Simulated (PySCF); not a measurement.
# CH₅BO: NMR shifts at several levels of theory

Aim: compute the NMR shifts of CH₅BO (`BOC`) at several levels, and see how far they spread and what each costs.

Programs: PySCF 2.14.0, with density-fitted response routines of our own. Each step states its level of theory. These are calculated values for one molecule in the gas phase, unless marked as measured. Atoms are numbered from 0 throughout.

### Step 1. Starting geometry

8 atoms, charge 0, multiplicity 1; geometry from: PBE0-D3(BJ)/def2-SVP.

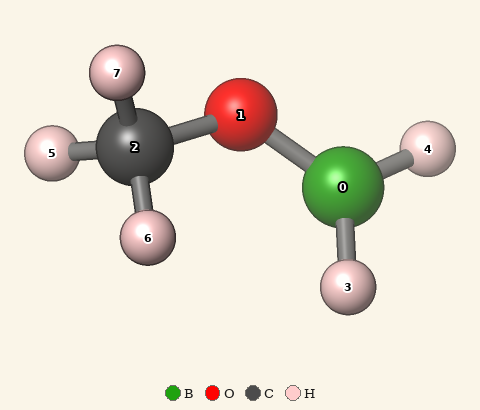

The starting geometry (boron green, oxygen red, carbon dark grey, hydrogen pink), atoms numbered; sticks join atoms by distance.

### Step 2. NMR shieldings: PBE0/pcSseg-2

Job settings and geometry (Å):

```
{"job": {"kind": "nmr", "xc": "PBE0", "basis": "pcSseg-2", "pop": false}, "charge": 0, "multiplicity": 1}
B      1.360200     0.054611     0.050210
O      0.180326     0.526814     0.470175
C     -1.055675     0.015364     0.039022
H      1.404335    -0.867472    -0.740956
H      2.350019     0.587417     0.493950
H     -1.624624     0.813758    -0.461477
H     -0.925643    -0.828671    -0.658370
H     -1.633110    -0.322052     0.913095
```

With the program's defaults for keys left out, this is: GIAO PBE0/pcSseg-2 NMR shielding, non-relativistic, gas phase.

The run is started by

```
> OMP_NUM_THREADS=1 python probes_run.py task.json out
```

One launch serves the whole session: the jobs run in the order shown.

The program printed:

```text
coarse grid: 6360 points
cycle   1  E = -141.0361844104  dE =  1.237e-01  |g| = 5.340e-01  |ddm| = 1.665e+00
cycle   2  E = -140.9363554630  dE =  9.983e-02  |g| = 9.072e-01  |ddm| = 7.625e-01
cycle   3  E = -141.0873309906  dE = -1.510e-01  |g| = 6.387e-02  |ddm| = 5.156e-01
cycle   4  E = -141.0881364091  dE = -8.054e-04  |g| = 1.419e-02  |ddm| = 4.269e-02
cycle   5  E = -141.0881864613  dE = -5.005e-05  |g| = 3.386e-03  |ddm| = 1.397e-02
cycle   6  E = -141.0881889652  dE = -2.504e-06  |g| = 8.092e-04  |ddm| = 2.483e-03
final grid: 60488 points
cycle   7  E = -141.0890328260  dE = -5.843e-05  |g| = 7.032e-03  |ddm| = 2.554e-02
cycle   8  E = -141.0890225500  dE =  1.028e-05  |g| = 1.061e-02  |ddm| = 6.793e-03
cycle   9  E = -141.0890416961  dE = -1.915e-05  |g| = 1.025e-03  |ddm| = 4.398e-03
cycle  10  E = -141.0890419335  dE = -2.374e-07  |g| = 1.764e-04  |ddm| = 7.239e-04
cycle  11  E = -141.0890419396  dE = -6.077e-09  |g| = 6.338e-05  |ddm| = 1.324e-04
cycle  12  E = -141.0890419407  dE = -1.073e-09  |g| = 7.983e-06  |ddm| = 5.011e-05
cycle  13  E = -141.0890419407  dE = -1.228e-11  |g| = 1.106e-06  |ddm| = 5.662e-06
converged SCF energy = -141.0890419407

GIAO shielding tensors (ppm)
atom      isotropic    diamagn.    paramagn.     s11        s22        s33       span
  0 B       51.043     194.644    -143.602     21.616     39.903     91.609     69.993
  1 O      124.940     390.088    -265.148   -111.303    120.827    365.296    476.599
  2 C      118.487     240.363    -121.876     79.321     95.710    180.429    101.108
  3 H       26.006      30.205      -4.199     24.562     26.289     27.169      2.607
  4 H       26.224      29.300      -3.076     25.698     26.136     26.839      1.141
  5 H       27.177      28.651      -1.474     24.285     25.511     31.734      7.449
  6 H       27.354      29.870      -2.517     25.548     25.946     30.567      5.019
  7 H       27.171      28.603      -1.433     24.274     25.532     31.706      7.432
```

Wall time 8.8 s (1 thread of Arm Neoverse V1, shared host); peak memory 0.76 GiB.

The references, computed at this level on geometries of the same kind, shield at (ppm): 1H TMS 31.25, 13C TMS 184.1, 17O H2O 328.2, 11B BF3·OEt2 99.1. Their shielding less the atom's gives the shift. The references are single molecules in the gas phase, so shifts against H2O, NH3, PH3, H3PO4 or CFCl3 are not on the usual liquid scales and can be off by tens of ppm. Atoms listed in one row are averaged.

```
     atoms                              environment  σ (ppm)  δ (ppm)
        C2                methyl carbon bonded to O    118.5     65.6
    H3, H4          hydrogen on a boron bonded to O    26.12     5.13
H5, H6, H7  hydrogen on a methyl carbon bonded to O    27.23     4.01
        B0                   boron bonded to O, 2 H     51.0     48.0
        O1                    oxygen bonded to C, B    124.9    203.2
```

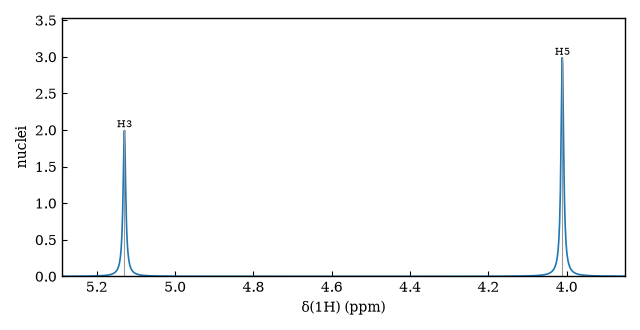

1H lines at the computed shifts, without couplings. Lines are broadened to a width of 0.01 ppm (Lorentzian).

### Step 3. NMR shieldings: mPW1PW91/pcSseg-2

The job, as its differences from that of step 2:

```diff
@@ -1,2 +1,2 @@
-{"job": {"kind": "nmr", "xc": "PBE0", "basis": "pcSseg-2", "pop": false}, "charge": 0, "multiplicity": 1}
+{"job": {"kind": "nmr", "xc": "mPW1PW91", "basis": "pcSseg-2", "pop": false}, "charge": 0, "multiplicity": 1}
 B      1.360200     0.054611     0.050210
```

With the program's defaults for keys left out, this is: GIAO mPW1PW91/pcSseg-2 NMR shielding, non-relativistic, gas phase.

The program printed:

```text
coarse grid: 6360 points
cycle   1  E = -141.1682825379  dE =  1.245e-01  |g| = 5.520e-01  |ddm| = 1.658e+00
cycle   2  E = -141.0608925808  dE =  1.074e-01  |g| = 9.384e-01  |ddm| = 7.881e-01
cycle   3  E = -141.2223268690  dE = -1.614e-01  |g| = 6.513e-02  |ddm| = 5.406e-01
cycle   4  E = -141.2231658081  dE = -8.389e-04  |g| = 1.445e-02  |ddm| = 4.330e-02
cycle   5  E = -141.2232171035  dE = -5.130e-05  |g| = 3.505e-03  |ddm| = 1.405e-02
cycle   6  E = -141.2232197828  dE = -2.679e-06  |g| = 8.471e-04  |ddm| = 2.538e-03
final grid: 60488 points
cycle   7  E = -141.2242587204  dE = -5.678e-05  |g| = 4.822e-03  |ddm| = 2.525e-02
cycle   8  E = -141.2242546555  dE =  4.065e-06  |g| = 6.988e-03  |ddm| = 4.659e-03
cycle   9  E = -141.2242630067  dE = -8.351e-06  |g| = 7.951e-04  |ddm| = 2.946e-03
cycle  10  E = -141.2242631415  dE = -1.348e-07  |g| = 1.801e-04  |ddm| = 5.928e-04
cycle  11  E = -141.2242631481  dE = -6.581e-09  |g| = 5.624e-05  |ddm| = 1.216e-04
cycle  12  E = -141.2242631489  dE = -8.300e-10  |g| = 6.334e-06  |ddm| = 4.217e-05
converged SCF energy = -141.2242631489

GIAO shielding tensors (ppm)
atom      isotropic    diamagn.    paramagn.     s11        s22        s33       span
  0 B       51.359     194.860    -143.501     22.399     40.126     91.553     69.154
  1 O      126.302     390.139    -263.837   -108.268    122.330    364.844    473.113
  2 C      117.931     240.697    -122.766     79.072     95.254    179.467    100.396
  3 H       26.093      30.308      -4.215     24.651     26.349     27.278      2.627
  4 H       26.307      29.331      -3.024     25.773     26.200     26.949      1.176
  5 H       27.245      28.660      -1.415     24.360     25.583     31.791      7.432
  6 H       27.416      29.901      -2.486     25.586     26.013     30.647      5.061
  7 H       27.239      28.612      -1.374     24.348     25.604     31.764      7.415
```

Wall time 8.4 s (1 thread of Arm Neoverse V1, shared host); peak memory 0.76 GiB.

This run: δ C2 65.6, B0 47.8, O1 200.8, H3 5.09, H5 3.99 ppm (means over like atoms).

### Step 4. NMR shieldings: WP04/pcSseg-2

The job, as its differences from that of step 3:

```diff
@@ -1,2 +1,2 @@
-{"job": {"kind": "nmr", "xc": "mPW1PW91", "basis": "pcSseg-2", "pop": false}, "charge": 0, "multiplicity": 1}
+{"job": {"kind": "nmr", "xc": "WP04", "basis": "pcSseg-2", "pop": false}, "charge": 0, "multiplicity": 1}
 B      1.360200     0.054611     0.050210
```

Level: GIAO WP04/pcSseg-2 NMR shielding, non-relativistic, gas phase.

The program printed:

```text
coarse grid: 6360 points
cycle   1  E = -144.4924680092  dE =  1.130e-01  |g| = 8.670e-01  |ddm| = 1.614e+00
cycle   2  E = -144.0287594815  dE =  4.637e-01  |g| = 1.729e+00  |ddm| = 1.420e+00
cycle   3  E = -144.6170440277  dE = -5.883e-01  |g| = 1.556e-01  |ddm| = 1.146e+00
cycle   4  E = -144.6220812751  dE = -5.037e-03  |g| = 4.172e-02  |ddm| = 1.123e-01
cycle   5  E = -144.6225394134  dE = -4.581e-04  |g| = 1.021e-02  |ddm| = 3.999e-02
cycle   6  E = -144.6225628335  dE = -2.342e-05  |g| = 3.201e-03  |ddm| = 7.067e-03
cycle   7  E = -144.6225650153  dE = -2.182e-06  |g| = 5.946e-04  |ddm| = 2.193e-03
final grid: 60488 points
cycle   8  E = -144.6267204820  dE = -1.065e-04  |g| = 5.650e-03  |ddm| = 3.178e-02
cycle   9  E = -144.6267166660  dE =  3.816e-06  |g| = 7.335e-03  |ddm| = 6.381e-03
cycle  10  E = -144.6267271379  dE = -1.047e-05  |g| = 1.288e-03  |ddm| = 3.571e-03
cycle  11  E = -144.6267274078  dE = -2.699e-07  |g| = 4.977e-04  |ddm| = 8.990e-04
cycle  12  E = -144.6267274535  dE = -4.572e-08  |g| = 1.233e-04  |ddm| = 2.831e-04
cycle  13  E = -144.6267274576  dE = -4.087e-09  |g| = 1.141e-05  |ddm| = 9.560e-05
cycle  14  E = -144.6267274576  dE = -2.484e-11  |g| = 1.463e-06  |ddm| = 8.305e-06
converged SCF energy = -144.6267274576

GIAO shielding tensors (ppm)
atom      isotropic    diamagn.    paramagn.     s11        s22        s33       span
  0 B       47.862     194.013    -146.151     21.350     36.486     85.751     64.401
  1 O      136.142     390.307    -254.164    -71.971    135.435    344.963    416.935
  2 C      106.088     240.255    -134.167     68.892     83.280    166.091     97.199
  3 H       27.080      30.887      -3.807     25.620     27.156     28.464      2.844
  4 H       27.236      29.826      -2.591     26.674     27.007     28.026      1.351
  5 H       27.751      29.024      -1.274     25.009     26.123     32.120      7.111
  6 H       27.878      30.301      -2.423     25.997     26.503     31.133      5.135
  7 H       27.746      28.971      -1.225     24.999     26.142     32.095      7.096
```

Wall time 8.7 s (1 thread of Arm Neoverse V1, shared host); peak memory 0.76 GiB.

Key values: δ C2 66.0, B0 46.3, O1 177.9, H3 4.45, H5 3.82 ppm (means over like atoms).

### Step 5. Shielding tensors: B97-2/pcSseg-2

The job, as its differences from that of step 4:

```diff
@@ -1,2 +1,2 @@
-{"job": {"kind": "nmr", "xc": "WP04", "basis": "pcSseg-2", "pop": false}, "charge": 0, "multiplicity": 1}
+{"job": {"kind": "nmr", "xc": "B97-2", "basis": "pcSseg-2", "pop": false}, "charge": 0, "multiplicity": 1}
 B      1.360200     0.054611     0.050210
```

Level: GIAO B97-2/pcSseg-2 NMR shielding, non-relativistic, gas phase.

The program printed:

```text
coarse grid: 6360 points
cycle   1  E = -141.1512727744  dE =  1.166e-01  |g| = 5.671e-01  |ddm| = 1.665e+00
cycle   2  E = -141.0227175316  dE =  1.286e-01  |g| = 9.959e-01  |ddm| = 8.447e-01
cycle   3  E = -141.2085312226  dE = -1.858e-01  |g| = 7.032e-02  |ddm| = 5.929e-01
cycle   4  E = -141.2095405264  dE = -1.009e-03  |g| = 1.598e-02  |ddm| = 4.886e-02
cycle   5  E = -141.2096032510  dE = -6.272e-05  |g| = 3.967e-03  |ddm| = 1.556e-02
cycle   6  E = -141.2096067117  dE = -3.461e-06  |g| = 9.908e-04  |ddm| = 2.908e-03
final grid: 60488 points
cycle   7  E = -141.2115737625  dE = -7.439e-05  |g| = 4.046e-03  |ddm| = 2.790e-02
cycle   8  E = -141.2115700472  dE =  3.715e-06  |g| = 6.261e-03  |ddm| = 4.507e-03
cycle   9  E = -141.2115769449  dE = -6.898e-06  |g| = 6.134e-04  |ddm| = 2.779e-03
cycle  10  E = -141.2115770334  dE = -8.850e-08  |g| = 1.454e-04  |ddm| = 5.845e-04
cycle  11  E = -141.2115770387  dE = -5.276e-09  |g| = 1.907e-05  |ddm| = 1.201e-04
cycle  12  E = -141.2115770388  dE = -6.412e-11  |g| = 3.216e-06  |ddm| = 1.427e-05
converged SCF energy = -141.2115770388

GIAO shielding tensors (ppm)
atom      isotropic    diamagn.    paramagn.     s11        s22        s33       span
  0 B       54.324     194.965    -140.641     27.469     43.449     92.054     64.586
  1 O      132.305     390.659    -258.354    -93.789    128.683    362.022    455.810
  2 C      118.362     240.882    -122.521     80.115     95.903    179.067     98.953
  3 H       26.239      30.439      -4.200     24.852     26.468     27.396      2.543
  4 H       26.452      29.407      -2.954     25.885     26.331     27.141      1.256
  5 H       27.317      28.734      -1.417     24.432     25.647     31.871      7.440
  6 H       27.490      30.047      -2.557     25.675     26.065     30.731      5.057
  7 H       27.311      28.680      -1.370     24.421     25.668     31.843      7.423
```

It took 8.2 s on 1 thread of Arm Neoverse V1, shared host; peak memory 0.76 GiB.

Key values: δ C2 65.1, B0 45.8, O1 193.9, H3 5.01, H5 3.99 ppm (means over like atoms).

### Step 6. NMR shieldings: BHandHLYP/pcSseg-2

The job, as its differences from that of step 5:

```diff
@@ -1,2 +1,2 @@
-{"job": {"kind": "nmr", "xc": "B97-2", "basis": "pcSseg-2", "pop": false}, "charge": 0, "multiplicity": 1}
+{"job": {"kind": "nmr", "xc": "BHandHLYP", "basis": "pcSseg-2", "pop": false}, "charge": 0, "multiplicity": 1}
 B      1.360200     0.054611     0.050210
```

Level: GIAO BHandHLYP/pcSseg-2 NMR shielding, non-relativistic, gas phase.

The program printed:

```text
coarse grid: 6360 points
cycle   1  E = -141.1332473113  dE =  1.588e-01  |g| = 5.240e-01  |ddm| = 1.639e+00
cycle   2  E = -141.1108903534  dE =  2.236e-02  |g| = 6.488e-01  |ddm| = 5.357e-01
cycle   3  E = -141.1836767419  dE = -7.279e-02  |g| = 4.117e-02  |ddm| = 3.123e-01
cycle   4  E = -141.1839990344  dE = -3.223e-04  |g| = 1.188e-02  |ddm| = 2.770e-02
cycle   5  E = -141.1840271500  dE = -2.812e-05  |g| = 3.363e-03  |ddm| = 8.808e-03
cycle   6  E = -141.1840298372  dE = -2.687e-06  |g| = 3.249e-04  |ddm| = 2.177e-03
final grid: 60488 points
cycle   7  E = -141.1863367614  dE = -2.509e-05  |g| = 1.695e-03  |ddm| = 1.639e-02
cycle   8  E = -141.1863370200  dE = -2.586e-07  |g| = 1.159e-03  |ddm| = 1.791e-03
cycle   9  E = -141.1863373220  dE = -3.020e-07  |g| = 1.579e-04  |ddm| = 6.945e-04
cycle  10  E = -141.1863373274  dE = -5.462e-09  |g| = 5.528e-05  |ddm| = 1.218e-04
cycle  11  E = -141.1863373279  dE = -5.145e-10  |g| = 1.289e-05  |ddm| = 2.605e-05
converged SCF energy = -141.1863373279

GIAO shielding tensors (ppm)
atom      isotropic    diamagn.    paramagn.     s11        s22        s33       span
  0 B       55.433     192.630    -137.198     27.395     44.872     94.031     66.636
  1 O      144.641     391.031    -246.389    -78.432    141.305    371.051    449.482
  2 C      120.937     237.309    -116.372     83.642     99.017    180.152     96.509
  3 H       26.466      30.149      -3.684     25.165     26.454     27.779      2.614
  4 H       26.667      29.378      -2.711     25.914     26.469     27.619      1.705
  5 H       27.462      28.724      -1.262     24.460     25.809     32.117      7.657
  6 H       27.623      29.794      -2.171     25.592     26.297     30.980      5.388
  7 H       27.455      28.684      -1.229     24.451     25.825     32.089      7.638
```

It took 8 s on 1 thread of Arm Neoverse V1, shared host; peak memory 0.76 GiB.

Key values: δ C2 63.3, B0 48.1, O1 182.0, H3 4.88, H5 3.94 ppm (means over like atoms).

### Step 7. NMR shieldings: CAM-B3LYP/pcSseg-2

The job, as its differences from that of step 6:

```diff
@@ -1,2 +1,2 @@
-{"job": {"kind": "nmr", "xc": "BHandHLYP", "basis": "pcSseg-2", "pop": false}, "charge": 0, "multiplicity": 1}
+{"job": {"kind": "nmr", "xc": "CAM-B3LYP", "basis": "pcSseg-2", "pop": false}, "charge": 0, "multiplicity": 1}
 B      1.360200     0.054611     0.050210
```

With the program's defaults for keys left out, this is: GIAO CAM-B3LYP/pcSseg-2 NMR shielding, non-relativistic, gas phase.

The program printed:

```text
coarse grid: 6360 points
cycle   1  E = -141.1355019799  dE =  1.640e-01  |g| = 5.825e-01  |ddm| = 1.647e+00
cycle   2  E = -141.0808293155  dE =  5.467e-02  |g| = 8.251e-01  |ddm| = 6.342e-01
cycle   3  E = -141.1960358368  dE = -1.152e-01  |g| = 4.006e-02  |ddm| = 3.865e-01
cycle   4  E = -141.1963468995  dE = -3.111e-04  |g| = 1.234e-02  |ddm| = 2.742e-02
cycle   5  E = -141.1963771265  dE = -3.023e-05  |g| = 4.203e-03  |ddm| = 1.035e-02
cycle   6  E = -141.1963812037  dE = -4.077e-06  |g| = 5.890e-04  |ddm| = 2.750e-03
final grid: 60488 points
cycle   7  E = -141.1994118902  dE = -4.393e-05  |g| = 2.229e-03  |ddm| = 1.848e-02
cycle   8  E = -141.1994122299  dE = -3.397e-07  |g| = 1.694e-03  |ddm| = 2.232e-03
cycle   9  E = -141.1994128414  dE = -6.116e-07  |g| = 2.162e-04  |ddm| = 9.305e-04
cycle  10  E = -141.1994128490  dE = -7.559e-09  |g| = 1.192e-04  |ddm| = 1.460e-04
cycle  11  E = -141.1994128513  dE = -2.342e-09  |g| = 1.247e-05  |ddm| = 5.657e-05
cycle  12  E = -141.1994128514  dE = -4.627e-11  |g| = 4.216e-06  |ddm| = 1.509e-05
converged SCF energy = -141.1994128514

GIAO shielding tensors (ppm)
atom      isotropic    diamagn.    paramagn.     s11        s22        s33       span
  0 B       48.594     192.556    -143.962     17.399     37.549     90.833     73.434
  1 O      128.091     389.723    -261.633   -105.608    121.720    368.161    473.769
  2 C      116.953     237.055    -120.102     77.098     93.822    179.941    102.843
  3 H       26.154      29.916      -3.761     24.704     26.366     27.393      2.690
  4 H       26.393      29.374      -2.981     25.780     26.282     27.116      1.335
  5 H       27.219      28.699      -1.480     24.319     25.581     31.757      7.438
  6 H       27.382      29.601      -2.218     25.541     26.029     30.576      5.035
  7 H       27.211      28.669      -1.457     24.307     25.600     31.727      7.419
```

It took 11 s on 1 thread of Arm Neoverse V1, shared host; peak memory 0.78 GiB.

This run: δ C2 65.6, B0 49.3, O1 201.7, H3 5.06, H5 4.07 ppm (means over like atoms).

### Step 8. Nuclear shieldings: wB97X-D/pcSseg-2

The job, as its differences from that of step 7:

```diff
@@ -1,2 +1,2 @@
-{"job": {"kind": "nmr", "xc": "CAM-B3LYP", "basis": "pcSseg-2", "pop": false}, "charge": 0, "multiplicity": 1}
+{"job": {"kind": "nmr", "xc": "wB97X-D", "basis": "pcSseg-2", "pop": false}, "charge": 0, "multiplicity": 1}
 B      1.360200     0.054611     0.050210
```

Method: GIAO wB97X-D/pcSseg-2 NMR shielding, non-relativistic, gas phase.

The program printed:

```text
coarse grid: 6360 points
cycle   1  E = -141.1560510572  dE =  1.763e-01  |g| = 5.886e-01  |ddm| = 1.649e+00
cycle   2  E = -141.1263435006  dE =  2.971e-02  |g| = 7.470e-01  |ddm| = 5.619e-01
cycle   3  E = -141.2189170131  dE = -9.257e-02  |g| = 3.700e-02  |ddm| = 3.170e-01
cycle   4  E = -141.2192236220  dE = -3.066e-04  |g| = 1.265e-02  |ddm| = 3.049e-02
cycle   5  E = -141.2192591030  dE = -3.548e-05  |g| = 3.768e-03  |ddm| = 1.087e-02
cycle   6  E = -141.2192626599  dE = -3.557e-06  |g| = 6.033e-04  |ddm| = 2.956e-03
final grid: 60488 points
cycle   7  E = -141.2180894233  dE = -1.260e-04  |g| = 2.855e-03  |ddm| = 3.289e-02
cycle   8  E = -141.2180906767  dE = -1.253e-06  |g| = 1.159e-03  |ddm| = 3.925e-03
cycle   9  E = -141.2180908512  dE = -1.746e-07  |g| = 7.713e-04  |ddm| = 9.214e-04
cycle  10  E = -141.2180909552  dE = -1.040e-07  |g| = 1.696e-04  |ddm| = 4.353e-04
cycle  11  E = -141.2180909608  dE = -5.633e-09  |g| = 4.085e-05  |ddm| = 1.076e-04
cycle  12  E = -141.2180909613  dE = -4.986e-10  |g| = 8.004e-06  |ddm| = 5.978e-05
converged SCF energy = -141.2180909613

GIAO shielding tensors (ppm)
atom      isotropic    diamagn.    paramagn.     s11        s22        s33       span
  0 B       53.254     194.527    -141.272     24.875     42.130     92.759     67.884
  1 O      136.693     389.596    -252.903    -91.151    133.207    368.024    459.175
  2 C      119.123     240.202    -121.079     80.290     96.744    180.334    100.044
  3 H       26.228      30.275      -4.047     24.835     26.386     27.462      2.626
  4 H       26.445      29.338      -2.893     25.838     26.318     27.180      1.342
  5 H       27.325      28.656      -1.331     24.406     25.664     31.905      7.499
  6 H       27.481      29.987      -2.506     25.532     26.120     30.790      5.258
  7 H       27.319      28.614      -1.295     24.396     25.684     31.876      7.480
```

Run time: 10 s. Hardware: 1 thread of Arm Neoverse V1, shared host; peak memory 0.77 GiB.

This run: δ C2 65.3, B0 46.7, O1 190.1, H3 5.02, H5 3.98 ppm (means over like atoms).

### Step 9. NMR shieldings: LC-wPBE/pcSseg-2

The job, as its differences from that of step 8:

```diff
@@ -1,2 +1,2 @@
-{"job": {"kind": "nmr", "xc": "wB97X-D", "basis": "pcSseg-2", "pop": false}, "charge": 0, "multiplicity": 1}
+{"job": {"kind": "nmr", "xc": "LC-wPBE", "basis": "pcSseg-2", "pop": false}, "charge": 0, "multiplicity": 1}
 B      1.360200     0.054611     0.050210
```

Method: GIAO LC-wPBE/pcSseg-2 NMR shielding, non-relativistic, gas phase.

The program printed:

```text
coarse grid: 6360 points
cycle   1  E = -141.1107326974  dE =  2.077e-01  |g| = 5.846e-01  |ddm| = 1.639e+00
cycle   2  E = -141.1026614732  dE =  8.071e-03  |g| = 6.734e-01  |ddm| = 4.999e-01
cycle   3  E = -141.1748790808  dE = -7.222e-02  |g| = 4.006e-02  |ddm| = 2.669e-01
cycle   4  E = -141.1753121426  dE = -4.331e-04  |g| = 1.496e-02  |ddm| = 3.922e-02
cycle   5  E = -141.1753696128  dE = -5.747e-05  |g| = 3.857e-03  |ddm| = 1.332e-02
cycle   6  E = -141.1753743728  dE = -4.760e-06  |g| = 7.942e-04  |ddm| = 3.664e-03
final grid: 60488 points
cycle   7  E = -141.1734363007  dE = -7.514e-05  |g| = 3.898e-03  |ddm| = 3.170e-02
cycle   8  E = -141.1734372879  dE = -9.871e-07  |g| = 3.409e-03  |ddm| = 3.066e-03
cycle   9  E = -141.1734390418  dE = -1.754e-06  |g| = 5.582e-04  |ddm| = 1.419e-03
cycle  10  E = -141.1734390955  dE = -5.370e-08  |g| = 2.111e-04  |ddm| = 3.929e-04
cycle  11  E = -141.1734391056  dE = -1.006e-08  |g| = 3.524e-05  |ddm| = 1.485e-04
cycle  12  E = -141.1734391062  dE = -6.177e-10  |g| = 1.303e-05  |ddm| = 5.404e-05
converged SCF energy = -141.1734391062

GIAO shielding tensors (ppm)
atom      isotropic    diamagn.    paramagn.     s11        s22        s33       span
  0 B       49.337     193.810    -144.474     15.920     37.205     94.886     78.966
  1 O      143.163     388.773    -245.609    -87.414    139.410    377.493    464.907
  2 C      123.109     238.246    -115.137     84.498    100.352    184.476     99.978
  3 H       26.103      30.139      -4.036     24.642     26.223     27.445      2.803
  4 H       26.310      29.371      -3.062     25.718     26.188     27.024      1.306
  5 H       27.302      28.749      -1.447     24.317     25.662     31.928      7.611
  6 H       27.411      29.822      -2.411     25.280     26.124     30.828      5.548
  7 H       27.294      28.713      -1.419     24.303     25.681     31.900      7.597
```

It took 15 s on 1 thread of Arm Neoverse V1, shared host; peak memory 0.61 GiB.

In short: δ C2 65.2, B0 49.6, O1 189.5, H3 5.11, H5 3.98 ppm (means over like atoms).

[end of part 1 of 2]
